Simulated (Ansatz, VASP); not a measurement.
# KCl (Sylvite): VASP beside Ansatz

One calculation is typed for both programs; each brings its own data sets. How far apart do they land? The cell is taken from a series of VASP runs on this material, whose earlier steps may have relaxed, scaled or displaced it; both programs get it as it stands. Other levels of theory on this material are compared in a session of their own. Valence electrons are named where the data sets of a main pair hold unlike numbers.

Program: Ansatz 0.2.0. Level of theory: plane waves, with VASP 6.6.1 beside it; band structure at PBE. Results are calculated unless marked as measured.

**1. Set-up**

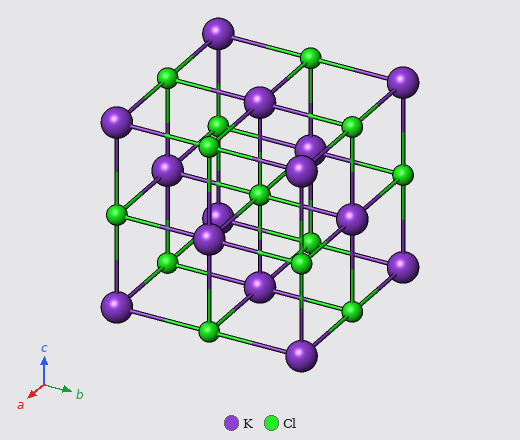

Start, viewed from a free direction; potassium purple, chlorine green. This picture shows the conventional cell, with its axes. Some periodic images of atoms are drawn too.

**2. Ansatz: band structure, PBE**

Ansatz runs on its default PAW (the set named soft_2) files.

Levels along a path test the potential and the projectors away from the mesh points.

The input, input.yaml:

```yaml
crystal:
  lattice:
    - [0.0, 3.1394, 3.1394]
    - [3.1394, 0.0, 3.1394]
    - [3.1394, 3.1394, 0.0]
  atoms:
    - { symbol: K, position: [0.0, 0.0, 0.0] }
    - { symbol: Cl, position: [0.5, 0.5, 0.5] }
hamiltonian:
  xc: pbe
  pseudopotentials: { kind: paw }
kpoints:
  mp_grid: { grid: [6, 6, 6] }
  band_path:
    path:
      - [0.0, 0.0, 0.0]
      - [0.16667, 0.0, 0.16667]
      - [0.33333, 0.0, 0.33333]
      - [0.5, 0.0, 0.5]
      - [0.5, 0.08333, 0.58333]
      - [0.5, 0.19444, 0.69444]
      - [0.5, 0.25, 0.75]
      - [0.45833, 0.29167, 0.75]
      - [0.40278, 0.34722, 0.75]
      - [0.375, 0.375, 0.75]
      - [0.20833, 0.20833, 0.41667]
      - [0.08333, 0.08333, 0.16667]
      - [0.0, 0.0, 0.0]
      - [0.22222, 0.22222, 0.22222]
      - [0.38889, 0.38889, 0.38889]
      - [0.51389, 0.47222, 0.51389]
      - [0.55556, 0.38889, 0.55556]
      - [0.61111, 0.27778, 0.61111]
      - [0.61111, 0.25, 0.63889]
      - [0.56944, 0.25, 0.68056]
      - [0.51389, 0.25, 0.73611]
      - [0.5, 0.27778, 0.72222]
      - [0.5, 0.38889, 0.61111]
      - [0.5, 0.47222, 0.52778]
      - [0.48611, 0.48611, 0.52778]
      - [0.43056, 0.43056, 0.63889]
      - [0.38889, 0.38889, 0.72222]
      - [0.59722, 0.19444, 0.59722]
      - [0.55556, 0.11111, 0.55556]
      - [0.5, 0.0, 0.5]
    npoints: 1
scf:
  occupations: { method: gaussian, width: 0.03 }
  n_extra_bands: 7
output:
  forces: true
  stress: true
  eigenvalues: true
  write_density: true
  write_potential: true
  elf: true
  volumetric_format: npy
```

Run with:

```
ansatz run input.yaml --threads 2 --pin off --max-ram 4608MiB --backend cpu --events-out ev --progress --plain --runs-dir out
```

Numbers of over 12 decimals in the logs are rounded to 6 here.

Log:

```text
scf.n_extra_bands = 7 over 8 filled bands (N_el = 16.0): the run solves 15 bands
Engine: ansatz 0.2.0, aarch64-unknown-linux-gnu
Pseudopotentials: kind: paw
Pseudopotential: K, paw, valence charge 9, recommended cutoff 420 eV (normal), K.paw.azcp
Pseudopotential: Cl, paw, valence charge 7, recommended cutoff 420 eV (normal), Cl.paw.azcp
Functional definition: PBE
  parameter kappa = 0.804
  parameter beta = 0.066725
  exchange = pbe_x(kappa = kappa, mu = beta*pi^2/3)
  correlation = pbe_c(beta = beta)
Crystal: 2 atoms, lattice volume = 61.883 Å³
Basis set: ecut = 420 eV, 1243 PW (Γ), exchange–correlation on 60×60×60 points (8 copies of the dense FFT grid, shifted against one another)
Bands: 15, of which v1, the nominal top of the filled ones, is band 8 counted from 1 (7 counted from 0)
Symmetry: 48 space group operations
Space group: Fm-3m (ITA 225), of the structure as read, at distance tolerance 4.0e-5 Å
k-points: 16 of 216
Non-local potential: K, projectors of the file, l = 0: 3, l = 1: 2, l = 2: 2
Non-local potential: Cl, projectors of the file, l = 0: 2, l = 1: 2, l = 2: 2
PAW form: soft (Blöchl's): semilocal exchange-correlation on the pseudo side does not see the compensation charge
PAW one-centre angular grid: K, 110 points (default); XC on 64 Gauss nodes
PAW one-centre angular grid: Cl, 110 points (default); XC on 64 Gauss nodes
Initial density: superposition of atomic densities (neutral atoms: chi_scale 0, normalization atom), corrected by the library's trained network
Initial wavefunctions: pseudopotential atomic-orbital guess
Functional: x = pbe(κ = 0.804, μ = 0.219515), c = pbe(β = 0.066725)
SCF iter   1: F=—  HF=-2621.217994 eV  |F-HF|=—  |Δ(HF+E_count)|=         —  Δρ=2.13e-4  dr2=1.70e-5  ethr=1.77e-3  ⟨swp⟩=6.5  Hψ=1510  notcnv=0  defer=1
preconditioner: auto → none  [insulator: Δε(μ)=5.205 eV  Ē_g=16.349 eV  σ=0.030 eV  W_gap=1.00  n_scr=14 (ndim 8)  ℏωp=17.7 eV  f_vac=0.077  D(μ)=0.00/eV (n_scr^D=0)  ε∞_Penn≈2.2]
SCF iter   2: F=—  HF=-2621.217944 eV  |F-HF|=—  |Δ(HF+E_count)|=   4.97e-5  Δρ=3.27e-4  dr2=1.01e-4  ethr=1.06e-7  ⟨swp⟩=3.4  Hψ=602  notcnv=0  defer=15
SCF iter   3: F=—  HF=-2621.217925 eV  |F-HF|=—  |Δ(HF+E_count)|=   1.88e-5  Δρ=2.16e-4  dr2=4.36e-5  ethr=1.06e-7  ⟨swp⟩=2.0  Hψ=263  notcnv=0  defer=15
SCF iter   4: F=—  HF=-2621.217915 eV  |F-HF|=—  |Δ(HF+E_count)|=   1.09e-5  Δρ=1.53e-4  dr2=1.95e-5  ethr=1.06e-7  ⟨swp⟩=2.0  Hψ=262  notcnv=0  defer=15
SCF iter   5: F=—  HF=-2621.217915 eV  |F-HF|=—  |Δ(HF+E_count)|=   3.31e-7  Δρ=4.02e-5  dr2=1.43e-6  ethr=1.06e-7  ⟨swp⟩=3.0  Hψ=328  notcnv=0  defer=15
SCF iter   6: F=-2621.217914 eV  HF=-2621.217914 eV  |F-HF|=3.06e-8  |Δ(HF+E_count)|=   4.50e-7  Δρ=7.23e-6  dr2=4.29e-8  ethr=6.25e-10  ⟨swp⟩=9.6  Hψ=1585  notcnv=0
SCF 1 converged in 6 iterations: F = -2621.217914 eV  dr2 = 4.29e-8
  greatest PAW one-centre occupation: 0.987 electrons in one spin orbital (limit 2), on the K atom at site 0 (counted from 0), in its partial waves of l = 0
NSCF: frozen V_eff on 30 k-points
SCF converged after 6 iterations
Free energy (F): -2621.217914 eV
Harris-Foulkes:  -2621.217914 eV  (|F-HF|=3.06e-8)
Internal energy: -2621.217914 eV  (E = F + TS)
E sigma→0 (E₀):  -2621.217914 eV
Fermi energy:    3.505182 eV
--- Per-component energies (eV) ---
  E_band       = -130.728083
  E_kinetic    = 416.374186
  E_local      = -832.325501  (includes V_loc(G=0)·N_el)
  E_nonlocal   = 41.066570
  E_hartree    = 279.056233
  E_xc         = -243.291684
  E_vxc        = -288.182990  (∫ρ·V_xc dr)
  E_paw        = -1441.187665  (= ΣΔE_a)
  E_vpaw       = -25.777954  (= ΣTr[D̂ρ^β])
  E_aug_tail   = 0.000086  (compensation charges beyond the density's cutoff)
  E_ewald      = -840.910139
  E_smearing   = -0.000000  (= −TS)
  E_closure    = -0.000000  (closes the sum)
  Σ components = -2621.217914   (vs F -2621.217914, Δ=0.00e0)
--- Forces (eV/Å), atoms counted from 1 ---
  atom   1  K     -0.00000000     0.00000000     0.00000000
  atom   2  Cl     0.00000000    -0.00000000     0.00000000
  max |Σ_I F_I| component: 1.82e-29 eV/Å
--- Stress (GPa, compression-positive) ---
        0.890733       0.000000       0.000000
        0.000000       0.890733       0.000000
        0.000000       0.000000       0.890733
  P = ⅓ Tr σ = 0.8907 GPa (8.907 kbar)
--- Band table (eV; the first three rows and the last of 16) ---
  k-point 0: bands = [... 4 lower, -9.7379, 0.8989, 0.8989, 0.8989, 6.1112, 9.2656, 9.2656, 9.2656, ... 3 higher]
  k-point 1: bands = [... 4 lower, -9.6722, 0.5818, 0.8117, 0.8117, 6.7497, 9.0986, 9.6094, 9.6094, ... 3 higher]
  k-point 2: bands = [... 4 lower, -9.5509, 0.0598, 0.6467, 0.6467, 7.9750, 9.1768, 10.5417, 10.5417, ... 3 higher]
  k-point 15: bands = [... 4 lower, -9.6829, 0.3243, 0.4713, 0.5387, 8.1485, 9.8350, 9.9952, 11.0685, ... 3 higher]
```

It took 3 s on 2 threads of Arm Neoverse N1, shared host; peak memory 0.28 GiB.

**3. VASP: band structure, PBE**

The same cell, functional, mesh and smearing now go to VASP, with its own data sets.

Lines of VASP's logs that name or quote its potential files are left out, and so is its time.

The input, INCAR:

```
SYSTEM = KCl
PREC = Accurate
ENCUT = 350
EDIFF = 1E-06
NELM = 100
ISMEAR = 0
SIGMA = 0.03
LREAL = .FALSE.
ALGO = Normal
GGA = PE
NBANDS = 20
LORBIT = 11
LWAVE = .FALSE.
LCHARG = .FALSE.
KPAR = 4
LASPH = .TRUE.
```

The input, POSCAR:

```
KCl
1.0
    0.0000000000      3.1394000000      3.1394000000
    3.1394000000      0.0000000000      3.1394000000
    3.1394000000      3.1394000000      0.0000000000
K Cl
1 1
Direct
    0.0000000000      0.0000000000      0.0000000000
    0.5000000000      0.5000000000      0.5000000000
```

The input, KPOINTS:

```
Automatic mesh
0
Gamma
6 6 6
0 0 0
```

The input, KPOINTS_OPT:

```
Line mode
10
Line-mode
Reciprocal
  0.00000000   0.00000000   0.00000000 GAMMA
  0.50000000   0.00000000   0.50000000 X

  0.50000000   0.00000000   0.50000000 X
  0.50000000   0.25000000   0.75000000 W

  0.50000000   0.25000000   0.75000000 W
  0.37500000   0.37500000   0.75000000 K

  0.37500000   0.37500000   0.75000000 K
  0.00000000   0.00000000   0.00000000 GAMMA

  0.00000000   0.00000000   0.00000000 GAMMA
  0.50000000   0.50000000   0.50000000 L

  0.50000000   0.50000000   0.50000000 L
  0.62500000   0.25000000   0.62500000 U

  0.62500000   0.25000000   0.62500000 U
  0.50000000   0.25000000   0.75000000 W

  0.50000000   0.25000000   0.75000000 W
  0.50000000   0.50000000   0.50000000 L

  0.50000000   0.50000000   0.50000000 L
  0.37500000   0.37500000   0.75000000 K

  0.62500000   0.25000000   0.62500000 U
  0.50000000   0.00000000   0.50000000 X
```

The projector-augmented-wave data sets are K_sv and Cl (PBE family, release 64).

Run with:

```
mpirun -np 4 vasp_std
```

Log:

```text
[banner, memory and clock lines left out]
running    4 mpi-ranks, on    1 nodes
 distrk:  each k-point on    1 cores,    4 groups
 distr:  one band on    1 cores,    1 groups

 POSCAR found type information on POSCAR K Cl
 POSCAR found :  2 types and       2 ions
 LDA part: xc-table for (Slater+PW92), standard interpolation
 POSCAR, INCAR and KPOINTS ok, starting setup
 FFT: planning ... GRIDC
 FFT: planning ... GRID_SOFT
 FFT: planning ... GRID
 WAVECAR not read
 entering main loop
       N       E                     dE             d eps       ncg     rms          rms(c)
DAV:   1     0.794427949723E+02    0.79443E+02   -0.52858E+03   640   0.521E+02
DAV:   2    -0.297144921200E+01   -0.82414E+02   -0.78166E+02   796   0.171E+02
DAV:   3    -0.695893984107E+01   -0.39875E+01   -0.39666E+01   844   0.319E+01
DAV:   4    -0.709048738747E+01   -0.13155E+00   -0.13150E+00   908   0.541E+00
DAV:   5    -0.709137376086E+01   -0.88637E-03   -0.88636E-03   844   0.482E-01    0.336E+00
DAV:   6    -0.680208969569E+01    0.28928E+00   -0.26861E-01   728   0.243E+00    0.276E+00
DAV:   7    -0.678798826986E+01    0.14101E-01   -0.77732E-02   880   0.139E+00    0.155E+00
DAV:   8    -0.679985301725E+01   -0.11865E-01   -0.13576E-02   800   0.640E-01    0.134E-01
DAV:   9    -0.680074371002E+01   -0.89069E-03   -0.96102E-04   840   0.163E-01    0.970E-02
DAV:  10    -0.680126758631E+01   -0.52388E-03   -0.44983E-04   708   0.104E-01    0.149E-02
DAV:  11    -0.680128849025E+01   -0.20904E-04   -0.19465E-05   800   0.212E-02    0.454E-03
DAV:  12    -0.680129182486E+01   -0.33346E-05   -0.39518E-06   704   0.104E-02    0.257E-03
DAV:  13    -0.680129192547E+01   -0.10060E-06   -0.46064E-08   640   0.148E-03
   1 F= -.68012919E+01 E0= -.68012919E+01  d E =-.121496E-15
 Start KPOINTS_OPT (optional k-point list driver)
k-point batch [1-16\100]
       N       E                     dE             ncg
DAV:   1    -0.138613912763E+04   -0.63915E+04      640
DAV:   2    -0.270880597872E+04   -0.13227E+04      800
DAV:   3    -0.277287195331E+04   -0.64066E+02      828
DAV:   4    -0.277506977930E+04   -0.21978E+01      924
DAV:   5    -0.277508521208E+04   -0.15433E-01      820
DAV:   6    -0.277508560823E+04   -0.39615E-03      940
DAV:   7    -0.277508561019E+04   -0.19563E-05      808
DAV:   8    -0.277508561022E+04   -0.31291E-07      584
[...]
k-point batch [97-100\100]
       N       E                     dE             ncg
DAV:   1     0.474366409015E+04   -0.22021E+04      160
DAV:   2     0.440984726294E+04   -0.33382E+03      208
DAV:   3     0.439423731170E+04   -0.15610E+02      216
DAV:   4     0.439367813189E+04   -0.55918E+00      220
DAV:   5     0.439367444905E+04   -0.36828E-02      196
DAV:   6     0.439367436874E+04   -0.80316E-04      224
DAV:   7     0.439367436840E+04   -0.33770E-06      196
```

From OUTCAR (step 3):

```text
ion  position               nearest neighbor table
   1  0.000  0.000  0.000-   2 3.14   2 3.14   2 3.14   2 3.14   2 3.14   2 3.14
   2  0.500  0.500  0.500-   1 3.14   1 3.14   1 3.14   1 3.14   1 3.14   1 3.14

  LATTYP: Found a face centered cubic cell.
 ALAT       =     6.2788000000

 Subroutine GETGRP returns: Found 48 space group operations
 (whereof 48 operations were pure point group operations)

The static configuration has the point symmetry O_h .

 Found     16 irreducible k-points:

   k-points           NKPTS =     16   k-points in BZ     NKDIM =     16   number of bands    NBANDS=     20

   dimension x,y,z NGX =    28 NGY =   28 NGZ =   28
   dimension x,y,z NGXF=    56 NGYF=   56 NGZF=   56

   ENCUT  =  350.0 eV  25.72 Ry    5.07 a.u.   6.77  6.77  6.77*2*pi/ulx,y,z

   NELECT =      16.0000    total number of electrons

 k-points in reciprocal lattice and weights: Automatic mesh
   0.00000000  0.00000000  0.00000000       0.005
   0.16666667  0.00000000  0.00000000       0.037
   0.33333333  0.00000000  0.00000000       0.037
   0.50000000  0.00000000  0.00000000       0.019
   0.16666667  0.16666667  0.00000000       0.028
   0.33333333  0.16666667  0.00000000       0.111
   0.50000000  0.16666667  0.00000000       0.111
  -0.33333333  0.16666667  0.00000000       0.111
  -0.16666667  0.16666667  0.00000000       0.056
[...]
-0.33333333  0.33333333  0.16666667       0.111
  -0.33333333  0.50000000  0.16666667       0.056

 average (electrostatic) potential at core
       1 -36.2558       2 -94.3474

 E-fermi :  -1.6539

 k-point     1 :       0.0000    0.0000    0.0000
  band No.  band energies     occupation
    ...
      4     -12.4573      2.00000
      5     -12.4573      2.00000
      6      -1.8134      2.00000
      7      -1.8134      2.00000
      8      -1.8134      2.00000
      9       3.3962      0.00000
     10       6.5705      0.00000
     11       6.5705      0.00000
     12       6.5705      0.00000
     13       7.4506      0.00000
    ...

 k-point     2 :       0.1667    0.0000    0.0000
  band No.  band energies     occupation
    ...
      4     -12.4596      2.00000
      5     -12.3913      2.00000
      6      -2.1310      2.00000
      7      -1.9005      2.00000
      8      -1.9005      2.00000
      9       4.0352      0.00000
     10       6.4009      0.00000
     11       6.9171      0.00000
     12       6.9171      0.00000
     13       7.8279      0.00000
    ...

 k-point     3 :       0.3333    0.0000    0.0000
  band No.  band energies     occupation
    ...
      4     -12.4644      2.00000
      5     -12.2697      2.00000
      6      -2.6537      2.00000
      7      -2.0652      2.00000
      8      -2.0652      2.00000
      9       5.2650      0.00000
     10       6.4726      0.00000
     11       7.8581      0.00000
     12       7.8581      0.00000
     13       8.7810      0.00000
    ...

  Total        0.3466697      0.3466697      0.3466697      0.0000000      0.0000000      0.0000000
  in kB        8.9754566      8.9754566      8.9754566      0.0000000      0.0000000      0.0000000
  external PRESSURE =       8.9754566 kB  Pullay stress =       0.0000000 kB

  energy-cutoff  :      350.00
  volume of cell :       61.88
      direct lattice vectors                 reciprocal lattice vectors
     0.000000000  3.139400000  3.139400000    -0.159266102  0.159266102  0.159266102
     3.139400000  0.000000000  3.139400000     0.159266102 -0.159266102  0.159266102
     3.139400000  3.139400000  0.000000000     0.159266102  0.159266102 -0.159266102

 POSITION                                       TOTAL-FORCE (eV/Angst)
 -----------------------------------------------------------------------------------
      0.00000      0.00000      0.00000         0.000000     -0.000000     -0.000000
      3.13940      3.13940      3.13940        -0.000000      0.000000      0.000000
 -----------------------------------------------------------------------------------
    total drift:                                0.000000      0.000000      0.000000

  FREE ENERGIE OF THE ION-ELECTRON SYSTEM (eV)
  ---------------------------------------------------
  free  energy   TOTEN  =        -6.8012919255 eV

  energy  without entropy=       -6.8012919255  energy(sigma->0) =       -6.80129193

 total charge
# of ion       s       p       d       tot
------------------------------------------
    1        1.957   5.581   0.026   7.563
    2        1.588   3.569   0.000   5.156
--------------------------------------------------
tot          3.545   9.149   0.026  12.719

[... 3 further parts left out ...]
```

The run ends at a pressure of 0.90 GPa.

**4. Side by side**

Known differences besides the potentials themselves: the cutoff is 420 eV in Ansatz and 350 eV in VASP. Total energies have different zeros and are not compared.

Both answers:

```tsv
quantity	Ansatz	VASP	difference
pressure (GPa)	0.89	0.90	-0.01
gap over the path points (eV)	5.212	5.210	+0.002
```

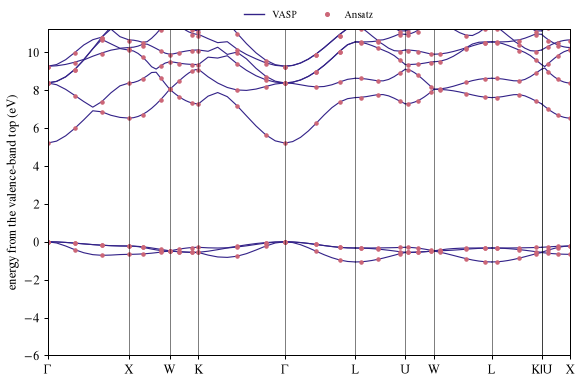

Bands from VASP (lines) and levels from Ansatz (dots). Dots without a line are higher empty bands that the VASP plot leaves out.

Levels at points of the path, from each program's valence-band top (eV; 3 filled, then empty):

```tsv
k (reciprocal lattice)	Ansatz	VASP
0.000 0.000 0.000	0.00 0.00 0.00 5.21 8.37 8.37	0.00 0.00 0.00 5.21 8.38 8.38
0.167 0.000 0.167	-0.41 -0.07 -0.07 5.99 7.72 9.07	-0.41 -0.07 -0.07 5.98 7.73 9.09
0.333 0.000 0.333	-0.71 -0.18 -0.18 6.85 7.40 9.91	-0.71 -0.18 -0.18 6.86 7.40 9.96
0.500 0.000 0.500	-0.66 -0.22 -0.22 6.52 8.37 10.11	-0.66 -0.23 -0.23 6.53 8.38 10.11
0.500 0.083 0.583	-0.64 -0.29 -0.26 6.71 8.59 9.74	-0.64 -0.29 -0.26 6.72 8.61 9.75
0.500 0.194 0.694	-0.55 -0.46 -0.40 7.49 8.63 9.27	-0.55 -0.46 -0.40 7.50 8.65 9.29
0.500 0.250 0.750	-0.49 -0.48 -0.48 8.04 8.04 9.47	-0.49 -0.48 -0.48 8.05 8.05 9.50
0.458 0.292 0.750	-0.52 -0.52 -0.39 7.64 8.49 9.40	-0.53 -0.53 -0.39 7.65 8.50 9.43
0.403 0.347 0.750	-0.56 -0.55 -0.30 7.32 9.00 9.34	-0.56 -0.55 -0.30 7.33 9.01 9.36
0.375 0.375 0.750	-0.56 -0.55 -0.29 7.27 9.09 9.34	-0.57 -0.56 -0.29 7.28 9.10 9.36
```

Among the levels compared at these points, filled levels agree within 2 meV and empty ones within 51 meV.

**5. Results**

| Item | Value |
| --- | --- |
| largest difference of a filled level at the path points (band structure, PBE) | 1.7 meV |

**Reading.** The largest difference of a filled level at the path points is 1.7 meV (band structure, PBE), within the 80 meV picked in this series as the mark of a large difference. 4 further runs of this series are not shown here. Such differences can come from data sets, numerical settings and the points named under the comparisons, not from the functional's error against experiment.

[Lines on the potential files, build, host, timing and source positions are cut from VASP's logs without a mark.]

[Logs are printed without paths, hosts, clocks, repeated set-up lines and the standing remarks that a program may print on its own settings, such as how far it seeks lower states.]

[Hosts, paths, dates, database ids (printed as entryN), source tags and the programs' standing remarks are cut or masked in the printed files.]
